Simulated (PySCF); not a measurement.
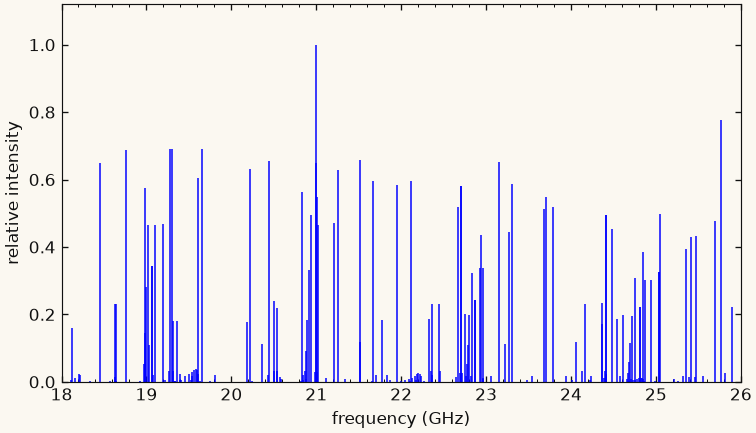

Simulated rotational absorption lines between 18 and 26 GHz at 3 K: rigid rotor with the equilibrium constants and dipole of one optimised conformer (PBE0-D3(BJ)/def2-SVP, PySCF 2.14.0), commonest isotopes; no centrifugal distortion, hyperfine structure, internal rotation or nuclear-spin weights; lines within 1 MHz of each other are summed.

Which molecule gives this spectrum?
A. C₃H₃ClO₂, SMILES O=C(O)/C=C\Cl
B. BSi₂H₅Cl₂, SMILES [SiH3][SiH2]B(Cl)Cl
C. C₅H₆F₂O, SMILES FC(F)O[C@]12C[C@H]1C2

Answer. Option B. Rotational constants A, B, C = 2.256, 1.036, 0.8537 GHz, |μa|, |μb|, |μc| = 0.34, 0.08, 0.19 D.

Caveats: coarse grid, loose stop and no frequency check, small forces are noise and the end may be a saddle.
